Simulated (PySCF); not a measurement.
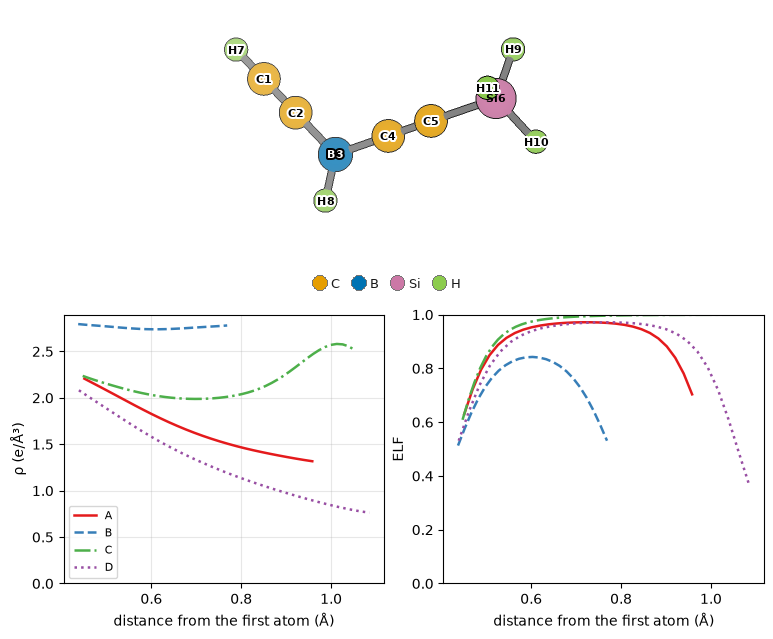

The picture shows: C4H5BSi. Electron density and electron localisation function along straight lines between neighbouring atoms. The curves leave out the atomic cores. The structure is drawn too.

Geometry: GFN2-xTB.

The calculation used PySCF, CAM-B3LYP/def2-SVPD, SCF density, gas phase.

```xyz
11

C    -3.5075   -0.2658   -0.6223
C    -2.4787   -0.7728   -0.2500
B    -1.1905   -1.3967    0.2140
C     0.0619   -0.5660    0.1940
C     1.0746    0.1058    0.1779
Si    2.6183    1.1199    0.1572
H    -4.4075    0.1725   -0.9461
H    -1.1655   -2.5096    0.5837
H     2.5614    2.0267   -0.9924
H     3.7671    0.2165    0.0444
H     2.6720    1.8721    1.4138
```

**Which curve belongs to which contact (C–B, C–C, C–H and C–Si)? The first atom named is at distance zero.**

Curve A: C–B (1.50 Å): the density is about 1.5 e/Å³ at the midpoint; the ELF peaks at about 1 between the atoms (a covalent bond). Curve B: C–C (1.21 Å): ρ is about 2.7 e/Å³ halfway; the ELF peaks at about 0.85 between the atoms; a multiple bond. Curve C: C–H (1.05 Å): ρ is about 2.1 e/Å³ halfway; the ELF climbs to about 1 towards the hydrogen, as it does in any bond to H; a covalent bond by its length. Curve D: C–Si (1.85 Å): ρ at the midpoint is about 0.94 e/Å³; the ELF peaks at about 1 between the atoms; localised, covalent bonding.
